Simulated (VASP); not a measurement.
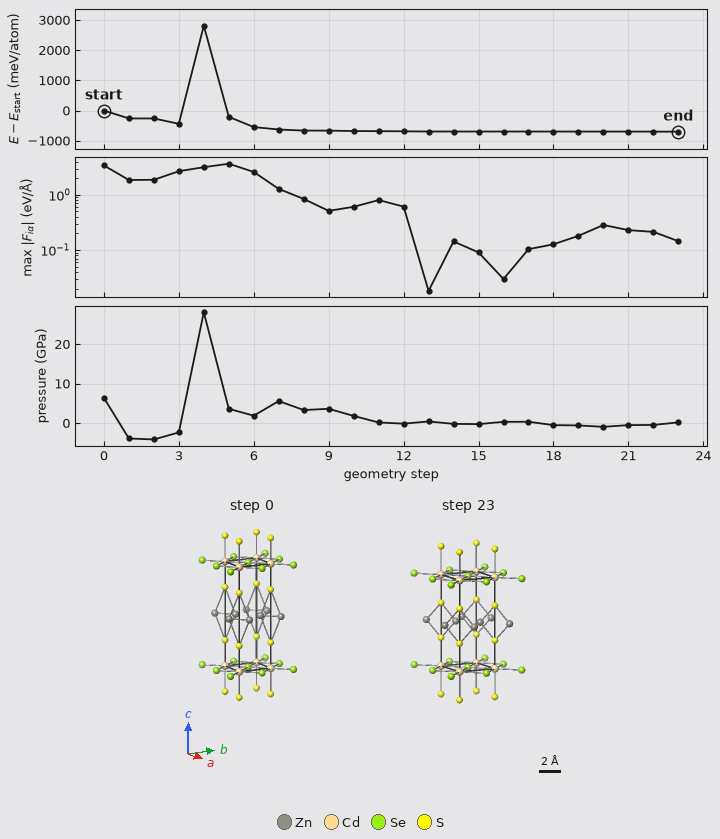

First and last geometry of a relaxation of solid Zn2CdSeS2 (a generated structure, set up in Cmmm), with the history of the run. A ball-and-stick model of the cell of the calculation, seen slightly off an axis.

The run lets cell and atoms move.

Computed with VASP 6.6.1, Kohn-Sham DFT of a periodic cell, PBE, VASP PAW PBE potentials, recommended.

Input
```
PREC = Normal ; ENCUT = 520
EDIFF = 1E-4 ; ISMEAR = 0
SIGMA = 0.15 ; LREAL = False
LASPH = True ; NELM = 60
ALGO = Fast ; ISIF = 3
LWAVE = False ; LCHARG = False
GGA = PE ; IBRION = 2
NSW = 24 ; EDIFFG = -0.08
```

Command:
```bash
cat potpaw_PBE.64/Zn/POTCAR potpaw_PBE.64/Cd/POTCAR potpaw_PBE.64/Se/POTCAR potpaw_PBE.64/S/POTCAR > POTCAR
mpirun -np 1 vasp_std > vasp.out
```

> Read the history and describe the run.

The relaxation stopped without meeting its thresholds, so the last structure isn't shown to be converged. Over 23 geometry steps the energy falls by 700 meV per atom. Largest force component: 3.4 eV/Å at the start, 0.14 eV/Å at the end. The pressure goes from 6.40 to 0.18 GPa. The largest moves relative to the cell, 0.57 Å, are those of S atoms. By element the largest moves are S 0.57 Å, Zn 0.27 Å. Se and Cd stay in place. The volume changes by +0.4 %, with a = b 3.695 → 3.919 Å (+6.1 %), c 10.376 → 9.071 Å (−12.6 %), γ 101.4° → 90.5°. Some distances before and after: Zn–Zn 2.102 → 3.017 Å, S–Zn 2.831 → 2.294 Å, Cd–Se 2.339 → 2.760 Å, Cd–S 2.559 → 2.807 Å. Among the angles between lasting bonds that change: S–Zn–S 136.4° → 97.8°, Zn–S–Cd 158.2° → 138.9°. The space group stays Cmmm (No. 65). At step 4 the optimiser overshot: the energy rose above the start, and later steps came back. It ran on 1 thread of Intel(R) Xeon(R) Platinum 8488C (Sapphire Rapids), with other jobs on the host.

```json
{"step": "0", "E − E(0), meV/atom": "0.00", "largest force component, eV/Å": "3.4157", "pressure, GPa": "6.40", "volume, Å³/atom": "23.142"}
{"step": "1", "E − E(0), meV/atom": "-261.36", "largest force component, eV/Å": "1.8587", "pressure, GPa": "-3.89", "volume, Å³/atom": "26.159"}
{"step": "2", "E − E(0), meV/atom": "-261.97", "largest force component, eV/Å": "1.8749", "pressure, GPa": "-4.14", "volume, Å³/atom": "26.240"}
{"step": "3", "E − E(0), meV/atom": "-439.63", "largest force component, eV/Å": "2.6842", "pressure, GPa": "-2.36", "volume, Å³/atom": "24.377"}
{"step": "4", "E − E(0), meV/atom": "2812.40", "largest force component, eV/Å": "3.1703", "pressure, GPa": "28.06", "volume, Å³/atom": "18.672"}
{"step": "5", "E − E(0), meV/atom": "-208.31", "largest force component, eV/Å": "3.6673", "pressure, GPa": "3.63", "volume, Å³/atom": "22.550"}
{"step": "6", "E − E(0), meV/atom": "-548.04", "largest force component, eV/Å": "2.6014", "pressure, GPa": "1.88", "volume, Å³/atom": "22.301"}
{"step": "7", "E − E(0), meV/atom": "-628.29", "largest force component, eV/Å": "1.2824", "pressure, GPa": "5.59", "volume, Å³/atom": "21.533"}
{"step": "8", "E − E(0), meV/atom": "-663.73", "largest force component, eV/Å": "0.8436", "pressure, GPa": "3.31", "volume, Å³/atom": "21.833"}
{"step": "9", "E − E(0), meV/atom": "-665.81", "largest force component, eV/Å": "0.5130", "pressure, GPa": "3.63", "volume, Å³/atom": "21.757"}
{"step": "10", "E − E(0), meV/atom": "-679.26", "largest force component, eV/Å": "0.6073", "pressure, GPa": "1.82", "volume, Å³/atom": "22.338"}
{"step": "11", "E − E(0), meV/atom": "-683.15", "largest force component, eV/Å": "0.8041", "pressure, GPa": "0.17", "volume, Å³/atom": "22.925"}
{"step": "12", "E − E(0), meV/atom": "-687.97", "largest force component, eV/Å": "0.6129", "pressure, GPa": "-0.14", "volume, Å³/atom": "23.010"}
{"step": "13", "E − E(0), meV/atom": "-695.20", "largest force component, eV/Å": "0.0182", "pressure, GPa": "0.42", "volume, Å³/atom": "23.261"}
{"step": "14", "E − E(0), meV/atom": "-695.36", "largest force component, eV/Å": "0.1431", "pressure, GPa": "-0.19", "volume, Å³/atom": "23.325"}
{"step": "15", "E − E(0), meV/atom": "-695.39", "largest force component, eV/Å": "0.0905", "pressure, GPa": "-0.25", "volume, Å³/atom": "23.308"}
{"step": "16", "E − E(0), meV/atom": "-695.31", "largest force component, eV/Å": "0.0298", "pressure, GPa": "0.32", "volume, Å³/atom": "23.277"}
{"step": "17", "E − E(0), meV/atom": "-695.39", "largest force component, eV/Å": "0.1036", "pressure, GPa": "0.35", "volume, Å³/atom": "23.298"}
{"step": "18", "E − E(0), meV/atom": "-696.51", "largest force component, eV/Å": "0.1271", "pressure, GPa": "-0.51", "volume, Å³/atom": "23.447"}
{"step": "19", "E − E(0), meV/atom": "-696.77", "largest force component, eV/Å": "0.1809", "pressure, GPa": "-0.59", "volume, Å³/atom": "23.513"}
{"step": "20", "E − E(0), meV/atom": "-696.82", "largest force component, eV/Å": "0.2845", "pressure, GPa": "-0.94", "volume, Å³/atom": "23.644"}
{"step": "21", "E − E(0), meV/atom": "-696.87", "largest force component, eV/Å": "0.2293", "pressure, GPa": "-0.51", "volume, Å³/atom": "23.573"}
{"step": "22", "E − E(0), meV/atom": "-698.38", "largest force component, eV/Å": "0.2136", "pressure, GPa": "-0.46", "volume, Å³/atom": "23.488"}
{"step": "23", "E − E(0), meV/atom": "-699.80", "largest force component, eV/Å": "0.1448", "pressure, GPa": "0.18", "volume, Å³/atom": "23.224"}
```
